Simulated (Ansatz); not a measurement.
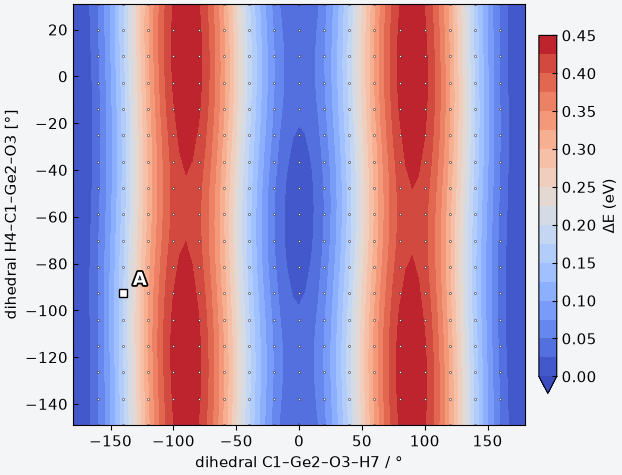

CH4GeO, SMILES [CH3][Ge][OH]. 
- The first coordinate is: dihedral C1–Ge2–O3–H7; the second: dihedral H4–C1–Ge2–O3.
- Nothing is relaxed (all other coordinates rigid).
- The scan uses an 18 × 17 grid.
- Energies are in eV, from the lowest grid point.
- These are results of Ansatz 0.2.0, RKS PBE-D4/def2-TZVP, not measurements.

The picture shows filled contours, dots at the grid points, the point A. Between grid points the surface is interpolated.

Which way does the force act at A, and how strong is it?

Answer. A, at dihedral C1–Ge2–O3–H7 = −140°, dihedral H4–C1–Ge2–O3 = −92.8°, is not a stationary point. The computed force is 0.0073 eV for each degree towards smaller values of dihedral C1–Ge2–O3–H7 and 0.00019 eV for each degree towards larger values of dihedral H4–C1–Ge2–O3.
